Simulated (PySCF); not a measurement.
## C3H4F4: NMR shielding calculation

- system: C3H4F4 (1,1,1,3-tetrafluoropropane)
- method: GIAO PBE0/pcSseg-1 NMR shielding, non-relativistic, gas phase (PySCF 2.14.0)

The geometry comes from this level: GFN2-xTB. Figures and captions count atoms from 1; the log counts them from 0 in places.

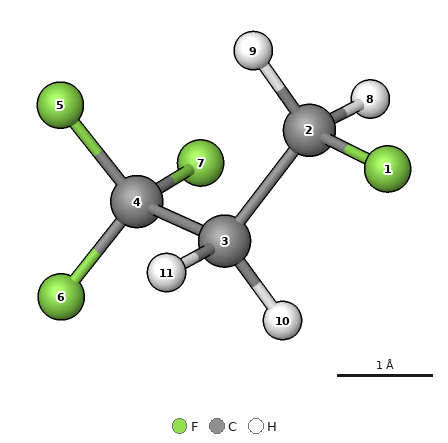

*The structure (ball-and-stick view, seen at a tilt; atoms are numbered from 1 in the order of the input).*

### Results in brief

- outcome: converged
- total energy: −515.553778 hartree
- HOMO: −9.96 eV
- LUMO: 1.56 eV
- dipole moment: 0.48 D
- isotropic shielding, F: 247.5 to 430.5 ppm
- isotropic shielding, C: 53.2 to 147.1 ppm
- isotropic shielding, H: 26.7 to 29.1 ppm
- hardware: 1 CPU thread, shared host
- wall time: 11 s
- peak memory: 0.67 GiB

### Input
```
{"job": {"kind": "nmr", "xc": "PBE0", "basis": "pcSseg-1"}, "charge": 0, "multiplicity": 1}
F      2.414174    -0.272810    -0.113232
C      1.223254     0.378041     0.052759
C      0.076910    -0.614196    -0.134675
C     -1.259652     0.075814     0.040101
F     -1.396342     0.620382     1.258347
F     -2.284773    -0.769778    -0.120223
F     -1.438737     1.070408    -0.841955
H      1.185268     1.177634    -0.694247
H      1.224563     0.801070     1.062622
H      0.112370    -1.046274    -1.136822
H      0.148390    -1.417620     0.601363
```

The first line tells a small driver script what to run in PySCF; the rest is the geometry in Å.

### Output
```
coarse grid: 10088 points
cycle   1  E = -515.3387865656  dE =  9.806e-01  |g| = 9.520e-01  |ddm| = 2.737e+00
cycle   2  E = -515.1883348191  dE =  1.505e-01  |g| = 1.414e+00  |ddm| = 1.207e+00
cycle   3  E = -515.4868560654  dE = -2.985e-01  |g| = 6.104e-02  |ddm| = 7.472e-01
cycle   4  E = -515.4873713185  dE = -5.153e-04  |g| = 3.542e-02  |ddm| = 5.950e-02
cycle   5  E = -515.4876405337  dE = -2.692e-04  |g| = 5.305e-03  |ddm| = 2.663e-02
cycle   6  E = -515.4876446998  dE = -4.166e-06  |g| = 2.056e-03  |ddm| = 3.463e-03
final grid: 101528 points
cycle   7  E = -515.5537642862  dE = -4.353e-05  |g| = 8.300e-03  |ddm| = 2.122e-02
cycle   8  E = -515.5537534378  dE =  1.085e-05  |g| = 1.188e-02  |ddm| = 1.198e-02
cycle   9  E = -515.5537775622  dE = -2.412e-05  |g| = 7.626e-04  |ddm| = 6.736e-03
cycle  10  E = -515.5537776659  dE = -1.037e-07  |g| = 1.997e-04  |ddm| = 6.968e-04
cycle  11  E = -515.5537776728  dE = -6.845e-09  |g| = 4.728e-05  |ddm| = 1.458e-04
cycle  12  E = -515.5537776731  dE = -3.554e-10  |g| = 1.477e-05  |ddm| = 3.780e-05
```

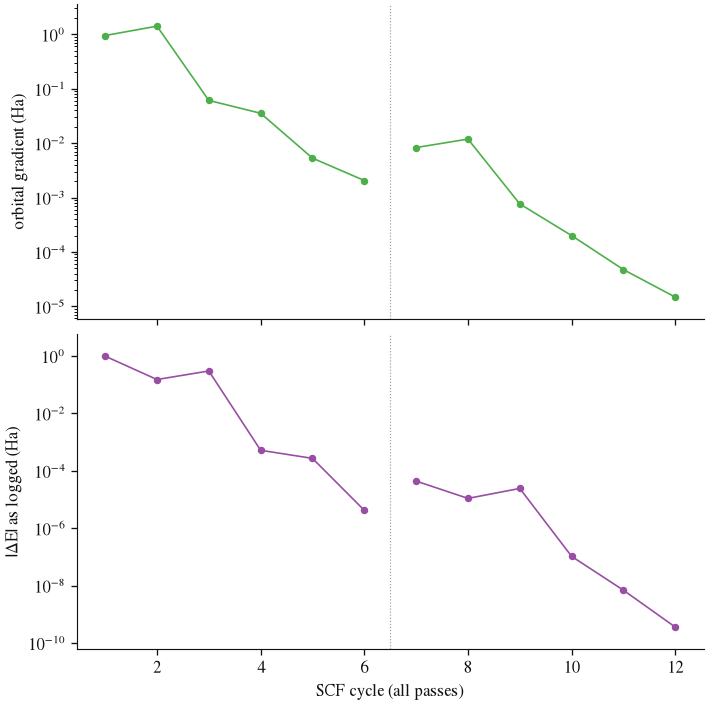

*Convergence of the self-consistent field: orbital gradient and size of the energy change against the SCF cycle. The dotted line marks the change from a coarse to the final integration grid.*

The first 6 cycles use a coarse grid, the final grid takes over at cycle 7, and the field converges after 12 cycles in all.

```
converged SCF energy = -515.5537776731

GIAO shielding tensors (ppm)
atom      isotropic    diamagn.    paramagn.     s11        s22        s33       span
  0 F      430.453     469.674     -39.222    397.118    425.731    468.508     71.390
  1 C      105.803     242.404    -136.601     68.765     82.784    165.861     97.096
  2 C      147.059     250.807    -103.748    125.465    143.881    171.832     46.367
  3 C       53.171     241.324    -188.153     51.103     51.973     56.437      5.334
  4 F      257.552     474.225    -216.673    166.104    265.870    340.682    174.578
  5 F      247.488     471.524    -224.036    157.889    244.333    340.243    182.354
  6 F      257.607     474.216    -216.609    166.175    265.965    340.682    174.506
  7 H       26.700      28.626      -1.926     21.929     28.319     29.853      7.923
  8 H       26.700      28.627      -1.927     21.933     28.321     29.847      7.914
  9 H       29.078      29.534      -0.456     25.807     28.442     32.985      7.178
 10 H       29.074      29.535      -0.460     25.804     28.434     32.985      7.181
```

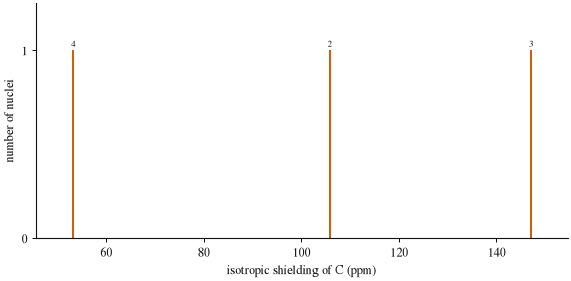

*Isotropic shieldings of the carbon nuclei in this fixed geometry, labelled by atom number; shielding grows to the right, so chemical shift grows to the left.*

The least shielded is C4 (53.2 ppm), the most shielded C3 (147.1 ppm).

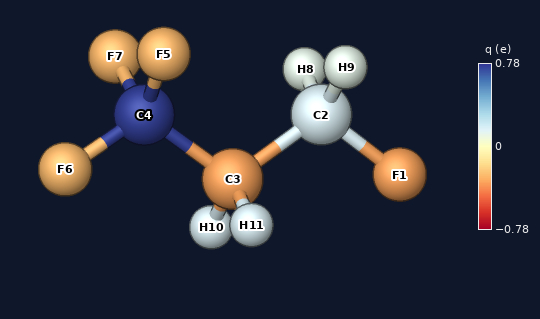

*Mulliken charges, as the colour of each atom (ball-and-stick view, seen at a tilt; atoms are numbered from 1 in the order of the input).*

By element: F −0.33 to −0.27, C −0.33 to +0.74 and H +0.12 to +0.16 e.
